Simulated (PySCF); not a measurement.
# C$_{2}$H$_{10}$BNSi: one change and its effect

System: C$_{2}$H$_{10}$BNSi, SMILES CB(C)[SiH2]N.
Method of run 1: GIAO mPW1PW91/pcSseg-1 NMR shielding, non-relativistic, gas phase (PySCF 2.14.0).

The geometry comes from this level: PBE0-D3(BJ)/def2-SVP. Text and figures count atoms from 1; the logs count them from 0 in places.

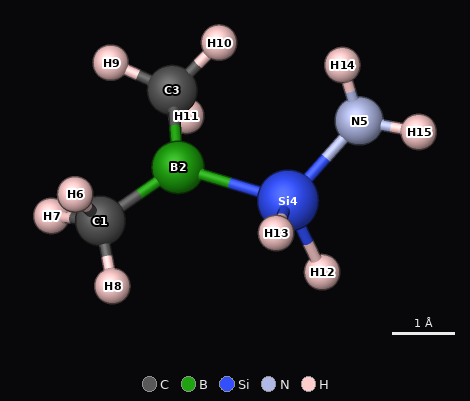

Fig. 1: The input geometry (ball-and-stick view, seen at a tilt; atoms are numbered from 1 in the order of the input).

### Input file, run 1
```
{"job": {"kind": "nmr", "xc": "mPW1PW91", "basis": "pcSseg-1", "pop": false}, "charge": 0, "multiplicity": 1}
C     -1.623600     0.397176     1.294307
B     -0.534231    -0.052724     0.262307
C     -0.942811    -0.662990    -1.118989
Si     1.428744     0.115287     0.751282
N      2.438422    -0.076729    -0.660698
H     -1.778085     1.473406     1.070421
H     -2.603778    -0.088918     1.162797
H     -1.323168     0.354584     2.352480
H     -1.947594    -0.380661    -1.472220
H     -0.203265    -0.556035    -1.925931
H     -0.985993    -1.752642    -0.905242
H      1.802549    -0.983271     1.706651
H      1.657307     1.390801     1.530369
H      2.233154     0.510443    -1.462791
H      3.443879    -0.137215    -0.536574
```

The first line tells a small driver script what to run in PySCF; the rest is the geometry in Å.

Launched with:
```bash
OMP_NUM_THREADS=1 python <driver script> task.json out
```

Hardware: 1 CPU thread, shared host.

### Output (run 1)
```
coarse grid: 12144 points
cycle   1  E = -451.1887172318  dE =  8.977e-02  |g| = 5.547e-01  |ddm| = 3.246e+00
cycle   2  E = -451.1520289313  dE =  3.669e-02  |g| = 6.863e-01  |ddm| = 1.092e+00
cycle   3  E = -451.2624738220  dE = -1.104e-01  |g| = 6.697e-02  |ddm| = 6.722e-01
cycle   4  E = -451.2633988841  dE = -9.251e-04  |g| = 2.527e-02  |ddm| = 8.652e-02
cycle   5  E = -451.2635487076  dE = -1.498e-04  |g| = 3.476e-03  |ddm| = 2.393e-02
cycle   6  E = -451.2635524986  dE = -3.791e-06  |g| = 7.375e-04  |ddm| = 6.365e-03
final grid: 110264 points
cycle   7  E = -451.2869318540  dE = -2.156e-05  |g| = 5.985e-03  |ddm| = 1.957e-02
cycle   8  E = -451.2869273669  dE =  4.487e-06  |g| = 7.551e-03  |ddm| = 1.143e-02
cycle   9  E = -451.2869406112  dE = -1.324e-05  |g| = 5.644e-04  |ddm| = 6.325e-03
cycle  10  E = -451.2869406851  dE = -7.387e-08  |g| = 1.309e-04  |ddm| = 6.662e-04
cycle  11  E = -451.2869406889  dE = -3.763e-09  |g| = 1.908e-05  |ddm| = 1.248e-04
cycle  12  E = -451.2869406890  dE = -1.091e-10  |g| = 4.448e-06  |ddm| = 3.322e-05
converged SCF energy = -451.2869406890

GIAO shielding tensors (ppm)
atom      isotropic    diamagn.    paramagn.     s11        s22        s33       span
  0 C      162.159     253.491     -91.331    134.498    171.052    180.928     46.430
  1 B       -6.250     195.544    -201.794    -85.264    -59.191    125.705    210.970
  2 C      160.977     253.698     -92.721    131.964    170.206    180.761     48.797
  3 Si     404.275     879.873    -475.598    339.029    380.532    493.265    154.236
  4 N      264.734     316.059     -51.325    232.501    259.657    302.046     69.544
  5 H       30.742      30.324       0.418     26.821     29.509     35.896      9.075
  6 H       29.872      30.434      -0.562     26.486     29.062     34.068      7.582
  7 H       29.556      30.603      -1.047     26.005     29.002     33.660      7.655
  8 H       29.840      30.991      -1.151     26.474     28.879     34.165      7.691
  9 H       29.106      32.251      -3.144     24.878     29.303     33.138      8.260
 10 H       30.646      30.458       0.189     26.320     29.756     35.863      9.543
 11 H       26.675      28.846      -2.171     23.528     25.814     30.682      7.154
 12 H       26.480      29.004      -2.524     22.410     25.777     31.253      8.843
 13 H       31.683      31.843      -0.160     24.505     28.440     42.103     17.598
 14 H       31.367      28.360       3.007     23.392     27.409     43.299     19.907
```

The input of run 2 differs as follows (lines with − go, lines with + come):
```diff
-"xc": "mPW1PW91"
+"xc": "PBE0"
```

Predict how the results change.

The total energies belong to different methods, so their difference says nothing on which is more stable or more accurate. Of all shieldings, the largest change is that of Si4, by +1.8 ppm. The functional changes from mPW1PW91 to PBE0. The number of SCF iterations is the same.

### Output (run 2)
```
coarse grid: 12144 points
cycle   1  E = -450.8888078648  dE =  8.992e-02  |g| = 5.492e-01  |ddm| = 3.244e+00
cycle   2  E = -450.8526685921  dE =  3.614e-02  |g| = 6.799e-01  |ddm| = 1.086e+00
cycle   3  E = -450.9612137522  dE = -1.085e-01  |g| = 6.576e-02  |ddm| = 6.693e-01
cycle   4  E = -450.9621005529  dE = -8.868e-04  |g| = 2.515e-02  |ddm| = 8.606e-02
cycle   5  E = -450.9622484847  dE = -1.479e-04  |g| = 3.464e-03  |ddm| = 2.397e-02
cycle   6  E = -450.9622521920  dE = -3.707e-06  |g| = 7.366e-04  |ddm| = 6.276e-03
final grid: 110264 points
cycle   7  E = -450.9855631365  dE = -1.935e-05  |g| = 8.214e-03  |ddm| = 1.992e-02
cycle   8  E = -450.9855543729  dE =  8.764e-06  |g| = 1.038e-02  |ddm| = 1.546e-02
cycle   9  E = -450.9855794005  dE = -2.503e-05  |g| = 7.754e-04  |ddm| = 8.720e-03
cycle  10  E = -450.9855795378  dE = -1.373e-07  |g| = 1.461e-04  |ddm| = 8.541e-04
cycle  11  E = -450.9855795424  dE = -4.579e-09  |g| = 2.062e-05  |ddm| = 1.417e-04
cycle  12  E = -450.9855795425  dE = -1.077e-10  |g| = 3.647e-06  |ddm| = 3.717e-05
converged SCF energy = -450.9855795425

GIAO shielding tensors (ppm)
atom      isotropic    diamagn.    paramagn.     s11        s22        s33       span
  0 C      162.776     253.435     -90.659    134.678    171.847    181.803     47.125
  1 B       -7.053     195.372    -202.425    -86.852    -60.327    126.021    212.874
  2 C      161.568     253.619     -92.051    132.070    170.986    181.648     49.578
  3 Si     406.028     879.815    -473.787    340.127    381.637    496.320    156.193
  4 N      265.973     315.900     -49.926    233.614    260.874    303.432     69.818
  5 H       30.685      30.236       0.450     26.731     29.441     35.884      9.153
  6 H       29.805      30.379      -0.574     26.415     28.978     34.022      7.608
  7 H       29.482      30.542      -1.060     25.919     28.921     33.606      7.688
  8 H       29.770      30.922      -1.152     26.404     28.792     34.116      7.712
  9 H       29.027      32.173      -3.145     24.785     29.224     33.073      8.287
 10 H       30.588      30.366       0.222     26.229     29.685     35.852      9.623
 11 H       26.571      28.768      -2.196     23.420     25.719     30.575      7.155
 12 H       26.380      28.928      -2.549     22.292     25.678     31.169      8.876
 13 H       31.639      31.792      -0.153     24.437     28.360     42.119     17.682
 14 H       31.320      28.332       2.988     23.299     27.341     43.322     20.023
```

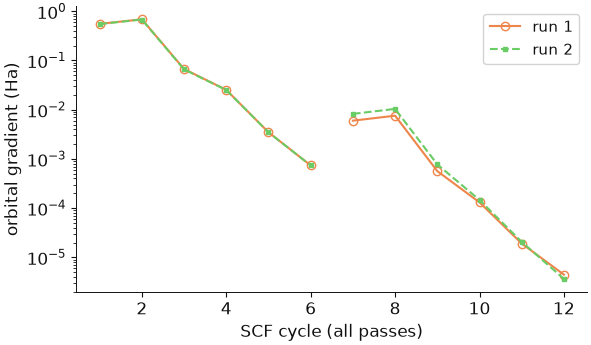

Fig. 2: Convergence of the two runs: orbital gradient against the SCF cycle. A break in a curve parts two SCF passes (coarse and final grid). Run 1 takes 12 cycles in all, and run 2 takes 12.

### The two runs side by side

```csv
quantity,run 1,run 2
outcome,converged,converged
total energy (hartree),−451.286941,−450.985580
HOMO (eV),−7.02,−6.98
LUMO (eV),−1.16,−1.17
dipole moment (D),1.12,1.12
shielding of C1 (ppm),162.2,162.8
shielding of B2 (ppm),−6.2,−7.1
shielding of C3 (ppm),161.0,161.6
shielding of Si4 (ppm),404.3,406.0
shielding of N5 (ppm),264.7,266.0
shielding of H12 (ppm),26.7,26.6
shielding of H13 (ppm),26.5,26.4
SCF iterations,12,12
basis functions,142,142
wall time (shared host),11 s,12 s
```
